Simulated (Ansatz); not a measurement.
**Run report: BN₃H₇F, nudged elastic band (part 2 of 2)**

BN₃H₇F; RHF/6-31G* (Ansatz 0.2.0). The run did not end well. It belongs to a series of runs on one base structure; here: band between the two ends.

Geometry of the input (Å):
```
B  -0.5901  -0.2490  -0.6087
F  -1.3629  0.2140  0.3948
N  0.6860  0.3141  -0.7654
H  1.0080  1.0429  -0.1625
H  1.3253  0.0422  -1.4753
N  -1.1393  -1.2674  -1.4189
H  -2.0498  -1.6312  -1.2546
H  -0.6642  -1.6851  -2.1847
N  0.6282  2.5261  1.5732
H  0.3748  3.4772  1.3812
H  1.0363  2.5060  2.4890
H  -0.2206  1.9927  1.6099
```

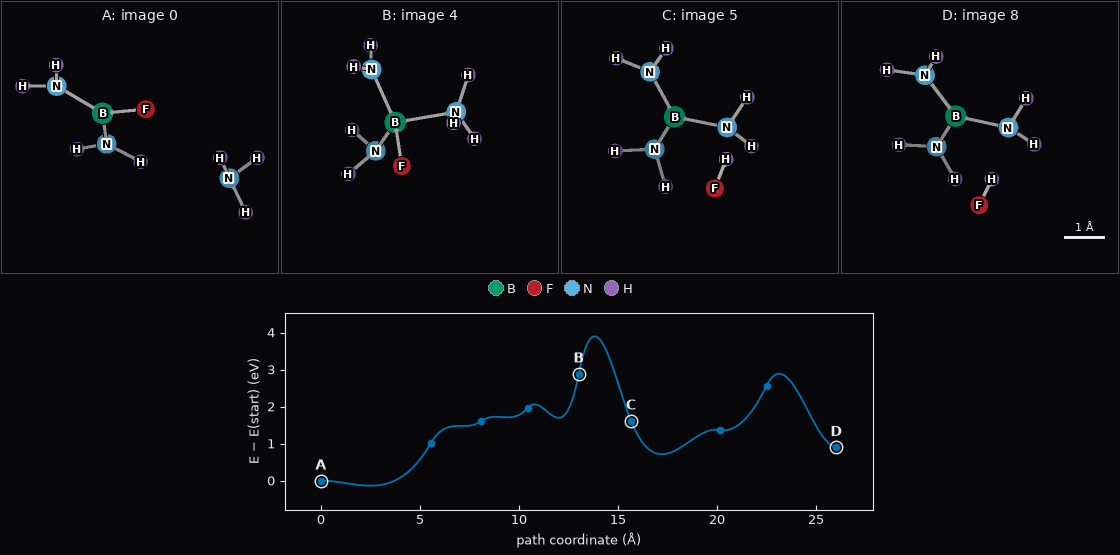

Images of the last band (counted from 0; ball-and-stick, seen at a tilt) above the energy along the path; the line is a cubic interpolation that uses the forces. The highest image is number 4, 2.892 eV above the start and 1.986 eV above the end; the end lies 0.906 eV above the start. The path is 26.03 Å long. The band had not converged after 60 iterations.

```
Unfinished report: {"positions_ang":[[0.07819688122797777,0.40159886153522617,0.02795025260997748],[0.2943921431786246,-0.186729938941017,1.44090538148877],[1.4562504857519571,0.4553580925279155,-0.6083479484798437],[1.4902076769472843,0.33946334773918085,-1.599190042383464],[1.7454676944525556,-0.4780311942667932,-0.30459558018147764],[-1.120587801189043,-0.04202033862383306,-0.784634037217223],[-1.074351921668109,0.4885123314360859,-1.727571426604707],[-1.695092113118287,-0.8966961072460493,-0.40811607237725867],[-0.47194906214024457,1.6854811630109474,0.7520930295149821],[-1.181824704617955,2.191388628267016,0.2764151966010725],[0.3306784099462719,2.2273044087167815,1.0011008805894903],[-0.8196846887710312,1.09696973584454,1.51199037643968]],"unchecked":["starts","cluster_reference","orbital_swaps","neighbouring_geometries","increment"],"mean_field":{"relativity":"none","state":{"energy":{"ev":-7934.43714404185,"hartree":-291.5851868888778},"converged":true,"gradient_ev":0.000012767396618777897,"stability":{"kind":"minimum","curvature_ev":35.381149186921014},"curvature_floor_ev":0.00030000000000000003,"spin_squared":3.552713678800501e-15},"others":[],"fillings":{"estimated":0,"unestimated":0,"tried":0,"untried":0,"excluded_magnetic_sites":0},"n_dropped_functions":0,"n_trapped_functions":0,"passes":{"evaluations":4,"products":29},"factors":{"origin":"Cholesky decomposition","count":1015,"bound_ev":0.0005990702458023108},"gradient_stop_ev":0.00009,"reference_kind":"stationary","symmetry":{"irreps":["A"],"axes":[[0.9959194980643528,0.017777134416183598,0.08847783263166177],[-0.007373004100587582,0.9931568311836748,-0.11655534086318926],[-0.08994438384790977,0.11542738914638266,0.989235323696576]],"occupied":[{"A":21},{"A":21}]},"held":{"pivots":1015,"left_out":0,"joined":0},"density_repulsion":{"missed_ev":0.0000422236109262101,"excess_ev":3.762297487535675e-9,"most_excess_ev":0.0001134,"are_drawn_again":false,"n_first_factors":1015,"energy_change_ev":0.0,"n_dropped_ends":0}},"factors":{"origin":"Cholesky decomposition","count":1015,"bound_ev":0.0005990702458023108},"n_frozen":0,"n_occupied":[21,21],"n_virtual":[68,68],"reference":{"ev":-7934.43714404185,"hartree":-291.5851868888778},"total":{"ev":-7934.43714404185,"hartree":-291.5851868888778},"forces_ev_per_angstrom":[[0.08146680953656536,-1.3841974689355496,0.5261144462362856],[0.05514750841064494,-1.3939106100906582,-2.150207105038757],[-0.5259632082281964,-1.2154782104699562,1.0788435169605641],[-0.4519733717573642,0.43009920899599996,-0.37201283482575803],[0.5527253430476253,0.8560519833157499,0.011582987303230985],[0.2780662960910889,-0.7364908588674324,0.5782167579346179],[-1.309415813427421,-2.959857440549116,2.336051233830541],[1.554759354076288,2.966953314989125,-2.7079572579032547],[0.2444369023428266,0.8124461769526166,0.24901695024553713],[-0.16510370399797014,0.37809761920559265,-0.07595370111056413],[-0.2445585642897319,0.5198001914250421,0.6391656332011528],[-0.06958755180587858,1.7264860940284223,-0.11286062683449109]],"charge_distribution":{"dipole_moment_e_ang":[-0.5490960903973068,0.5350586851949425,-0.14512948919462135],"mulliken_charges_e":[0.9476890500143069,-0.5645856689480198,-0.9577467793231014,0.314317261507303,0.32565736932948064,-1.0613460366728447,0.3356519427856901,0.361963303635925,-0.9413770934038048,0.39226508681832917,0.40913179346766326,0.4383797707890792],"lowdin_charges_e":[-0.4951199959633099,-0.1841598176514463,-0.4340743750592635,0.21937541279839312,0.24769770441982852,-0.49812438730954334,0.26845752191545535,0.2797677846221521,-0.24538700608242525,0.2581194351088073,0.2789949770928679,0.30445274610846595]},"n_threads":1,"memory_gib":1.7045454550534487,"seconds":{"hamiltonian":1.341176275,"orbitals":0.0,"second_order":0.0,"solver_start":0.0,"cycles":0.0,"cycle":0.0,"perturbative":0.0,"full_ci_increment":0.0,"forces":0.0}}
this run last wrote the band of iteration 60 to [file]
Error: NEB band did not converge after 60 iterations: max|band force component| = 5.19e0 eV/Å (threshold 5.0e-2); raise `neb.max_iterations` in a new run, which can start from the last band evaluated (`neb.initial_path`, with `crystal.atoms` and `neb.final_atoms` set to its first and last images), add images, or start from endpoints closer to local minima. Where this run's directory can be resumed (`checkpoint.write`), a resume goes on for up to `neb.max_iterations` more; to start a new run from the last band, take its images' positions from the `neb_iteration` event of iteration 60 (`data.images[].positions_ang`), in the event stream of the run that computed that iteration (not this run's, if it was resumed behind it). With `checkpoint.write`, `steps/00-neb/state/checkpoint.json` in the run directory holds the last saved band, under `neb.evaluated.images[].positions_ang` (a band under a hybrid functional on support functions is neither saved nor resumed: `neb.initial_path` says where its path is): check the last entry of `neb.iterations` there, which is earlier than 60 if that iteration was not saved or its write failed. If the band's step has no `state` directory and holds `state.next`, a write was cut short, and the file is under `state.next` instead (behind a loss of power it can be under `state.prev`)
this run wrote the band of iteration 60 to [file] as well, whether or not its events were kept: a new run's `neb.initial_path` can list its `images[].positions_ang`
a run's events are kept only if it was started with --events-out <file>, and are in that file
```

The last band as extended XYZ (Å, eV, eV/Å):
```
12
Properties=species:S:1:pos:R:3:forces:R:3 image=0 energy=-7937.32884
B    -0.5901   -0.2490   -0.6087    0.0148  -0.0053  -0.0140
F    -1.3629    0.2140    0.3948   -0.0178   0.0096   0.0191
N     0.6860    0.3141   -0.7654   -0.0025  -0.0020  -0.0038
H     1.0080    1.0429   -0.1625   -0.0024  -0.0027  -0.0026
H     1.3253    0.0422   -1.4753    0.0037   0.0008  -0.0021
N    -1.1393   -1.2674   -1.4189    0.0042   0.0017   0.0027
H    -2.0498   -1.6312   -1.2546    0.0028   0.0025   0.0008
H    -0.6642   -1.6851   -2.1847   -0.0013  -0.0043  -0.0023
N     0.6282    2.5261    1.5732   -0.0006   0.0050   0.0051
H     0.3748    3.4772    1.3812    0.0019  -0.0030   0.0003
H     1.0363    2.5060    2.4890    0.0003  -0.0032  -0.0028
H    -0.2206    1.9927    1.6099   -0.0031   0.0008  -0.0005
12
Properties=species:S:1:pos:R:3:forces:R:3 image=1 energy=-7936.31810
B    -0.0342    0.2593    0.1424   -0.6529  -0.7553  -0.1920
F    -0.1049   -0.3936    1.3734   -0.1517  -0.0562   0.1763
N     1.2875    0.0912   -0.5046    0.6745   0.1723  -0.4821
H     1.3859   -0.5733   -1.2446   -0.5762   0.1137  -0.2280
H     2.0237   -0.1576    0.1224   -0.0023   0.2014   0.4321
N    -1.3197    0.1337   -0.6419   -0.1562  -0.4920  -0.2802
H    -1.6242   -0.7759   -0.8501   -0.3246  -1.5670   0.9385
H    -1.2660    0.4227   -1.5801    0.5610   1.3787  -0.9765
N    -0.2681    1.8377    0.6030    0.7647   1.0452   0.4636
H    -0.9573    2.2647    0.0053    0.1738  -0.0953   0.1698
H     0.5657    2.4129    0.6237   -0.3322  -0.2096   0.0971
H    -0.6568    1.7607    1.5290    0.0221   0.2639  -0.1186
12
Properties=species:S:1:pos:R:3:forces:R:3 image=2 energy=-7935.72614
B    -0.0659    0.2432   -0.0595    0.1496  -0.2224  -0.2998
F     0.0535   -0.5275    1.1389   -0.7894  -0.7812  -0.6425
N     1.2186    0.3622   -0.7609    0.6358   0.9612   0.3073
H     1.4161   -0.5792   -1.0164    0.4207  -0.2663  -0.4249
H     1.9438    0.6432   -0.1223    0.2104  -0.1829  -0.2006
N    -1.1434   -0.0192   -1.0271   -0.4112  -0.1433   0.6091
H    -0.9792    0.4323   -1.9881   -1.3483  -2.1757   2.6483
H    -1.8792   -0.6966   -0.6880    1.2330   1.8184  -2.1636
N    -0.3499    1.6875    0.8475    0.1778   0.2434   0.1008
H    -1.1808    2.2022    0.6287    0.0489   0.0832  -0.1736
H     0.4471    2.2959    0.8895   -0.1347   0.2174  -0.0779
H    -0.4491    1.2385    1.7357   -0.1925   0.4481   0.3173
12
Properties=species:S:1:pos:R:3:forces:R:3 image=3 energy=-7935.36515
B     0.0344    0.1539    0.0341   -0.1044  -0.5835  -0.4426
F     0.1899   -0.6412    1.1608    0.2418  -0.7410   0.0536
N     1.2282    0.3403   -0.7263   -1.1570   0.0354  -0.8428
H     1.3264    0.4489   -1.6896   -0.8158   0.0284  -1.1538
H     2.0657    0.5007   -0.3505    3.6704   0.4652   2.1514
N    -1.1382   -0.1114   -0.7985   -0.4204  -0.4900   3.6208
H    -1.2684   -0.8247   -1.3918    0.6786  -4.2307  -1.3274
H    -1.5478    0.5105   -1.3435   -1.7083   4.7772  -1.9991
N    -0.4252    1.5658    1.0017    0.6654  -0.3513   0.2601
H    -1.3222    1.8981    0.6970   -0.0177   0.0873   0.7702
H     0.2500    2.2873    1.0613    0.2565   0.8930  -0.7403
H    -0.3612    1.1544    1.9234   -1.2890   0.1100  -0.3502
12
Properties=species:S:1:pos:R:3:forces:R:3 image=4 energy=-7934.43714
B     0.0782    0.4016    0.0279    0.0815  -1.3842   0.5261
F     0.2944   -0.1867    1.4409    0.0551  -1.3939  -2.1502
N     1.4563    0.4554   -0.6083   -0.5260  -1.2155   1.0788
H     1.4902    0.3395   -1.5992   -0.4520   0.4301  -0.3720
H     1.7455   -0.4780   -0.3046    0.5527   0.8561   0.0116
N    -1.1206   -0.0420   -0.7846    0.2781  -0.7365   0.5782
H    -1.0744    0.4885   -1.7276   -1.3094  -2.9599   2.3361
H    -1.6951   -0.8967   -0.4081    1.5548   2.9670  -2.7080
N    -0.4719    1.6855    0.7521    0.2444   0.8124   0.2490
H    -1.1818    2.1914    0.2764   -0.1651   0.3781  -0.0760
H     0.3307    2.2273    1.0011   -0.2446   0.5198   0.6392
H    -0.8197    1.0970    1.5120   -0.0696   1.7265  -0.1129
12
Properties=species:S:1:pos:R:3:forces:R:3 image=5 energy=-7935.70852
B     0.0251    0.6462   -0.5025   -0.2817   1.1856   0.3768
F    -0.1984   -0.1620    2.4759   -0.1311  -1.0866   1.4076
N     1.4132    0.5945   -0.9315   -0.6465  -1.0275   1.1355
H     1.5913   -0.2479   -1.4374    0.0794   0.0558  -0.6292
H     1.9731    0.4798   -0.1054    0.3364   0.5079  -0.0542
N    -1.0629    0.1653   -1.2201   -0.2091  -0.7288  -1.1909
H    -0.9406   -0.2416   -2.1263   -0.3140  -0.0227   0.2663
H    -2.0141    0.2957   -0.9455    0.2411  -0.0858  -0.1359
N    -0.3385    1.3731    0.7242    0.1283   1.2612  -1.0250
H    -1.2429    1.7836    0.7731   -0.3685   0.2105  -0.5170
H     0.3133    2.0745    0.9804    0.4525   0.3035   0.2986
H    -0.4869    0.5215    1.8930    0.7131  -0.5733   0.0674
12
Properties=species:S:1:pos:R:3:forces:R:3 image=6 energy=-7935.96115
B    -0.3681    0.7902   -0.5103   -0.2520  -0.2667  -0.1342
F     1.7948   -0.6752    2.6746   -0.2037  -0.0874  -0.2288
N     0.6676    0.0770    0.2266    0.4058   0.3547  -0.4202
H     1.2727   -0.4318   -0.3950   -0.1370  -0.0936   0.1997
H     1.2366    0.7201    0.7504   -0.0180  -0.1848  -0.0417
N    -0.9815    0.2181   -1.6998   -0.0722  -0.0063   0.4767
H    -1.4744    0.9052   -2.2368   -0.2011  -0.3247   0.0225
H    -1.5463   -0.6018   -1.5508    0.3487   0.1584  -0.3168
N    -0.7581    2.0788   -0.0866    0.0054   0.3725   0.4020
H    -1.6726    2.4274   -0.2612   -0.0100   0.0670  -0.2355
H    -0.3479    2.5221    0.7054    0.0544   0.0105   0.0180
H     1.2090   -0.7476    1.9614    0.0797   0.0004   0.2585
12
Properties=species:S:1:pos:R:3:forces:R:3 image=7 energy=-7934.76490
B    -0.3397    0.8372   -0.3491   -0.4126   0.3194   0.1113
F     1.0514   -0.6328    2.7364    0.3871  -0.5858   1.4418
N     0.9012    0.0934   -0.4274   -1.1078  -0.0870   0.7803
H     0.6961   -0.8663   -0.5967    0.8462  -0.2752  -0.2228
H     1.8598    0.3242   -0.3180   -0.0605   0.1761   0.3030
N    -1.4025    0.1986   -1.1023    0.0188   0.4874  -1.5733
H    -1.9437    0.6583   -1.8276   -0.7383   0.8154   1.6906
H    -0.7955   -0.1830   -1.7501    0.9078  -2.4068  -1.4039
N    -0.6561    1.9870    0.4024   -1.3035   2.4290  -1.9948
H    -1.1489    2.7421   -0.1657    0.8709  -1.9763   1.7820
H    -0.0326    2.3989    1.0285    0.9628   0.5384   0.6727
H     0.8422   -0.2749    1.9474   -0.3709   0.5655  -1.5869
12
Properties=species:S:1:pos:R:3:forces:R:3 image=8 energy=-7936.42303
B     0.0272    0.5960   -0.5032    0.0034  -0.0035   0.0015
F    -0.6897    0.2985    2.7032   -0.0019   0.0007   0.0015
N     1.3420    0.0704   -0.6066   -0.0106   0.0020  -0.0020
H     1.5363   -0.7857   -1.0741    0.0027  -0.0005  -0.0011
H     2.0756    0.3483    0.0050    0.0015   0.0000   0.0014
N    -1.0583    0.0450   -1.2323    0.0034   0.0013   0.0009
H    -0.9867   -0.8131   -1.7299   -0.0011   0.0012  -0.0009
H    -2.0002    0.3311   -1.0908    0.0007  -0.0021   0.0013
N    -0.2139    1.7312    0.3854    0.0012   0.0022  -0.0024
H    -1.0168    2.2929    0.1879   -0.0002  -0.0006   0.0006
H     0.5679    2.3260    0.5708   -0.0005  -0.0011   0.0016
H    -0.5516    0.8422    1.9627    0.0015   0.0005  -0.0024
```

Outcome:

- outcome: not converged
- barrier, forward (band not converged): 2.892 eV
- barrier, backward: 1.986 eV
- hardware: 1 thread of Arm Neoverse V2, 24 GiB of memory available, shared host
- wall time: 10 min
- peak memory: 0.18 GiB

Diagnosis:

The run did not converge: “NEB band did not converge after 60 iterations: max|band force component| = 5.19e0 eV/Å (threshold 5.0e-2); raise `neb.max_iterations` in a new run, which can start from the last band evaluated (`neb.initial_path`, with `crystal.atoms` and `neb.final_atoms` set to its first and last images), add images, or start from endpoints closer to local minima …” Its last values are not results.
